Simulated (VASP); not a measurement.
Band structure of PbSe (space group Fm-3m). Computed with modified Becke-Johnson potential (mBJ) with spin-orbit coupling, VASP's PBE PAW potentials (set 64) (plane waves; VASP 6.6.1).

mBJ is a potential without an energy functional, so only the levels count.

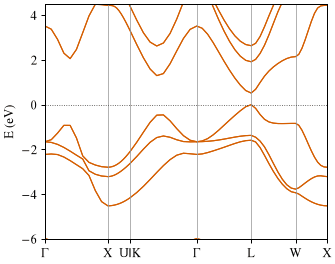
Fig. 1. Bands along high-symmetry lines, zero at the valence-band maximum or, without a gap, the Fermi level

Q: Read the plot: is there a gap, and where are the band edges?

A: The gap is direct, 0.52 eV, from the valence maximum at L to the conduction minimum at L.

The structure comes from a computed database's PbSe entry (Fm-3m); how it stands against other phases isn't given here. It was relaxed first. The cell's shape comes from a PBE relaxation.
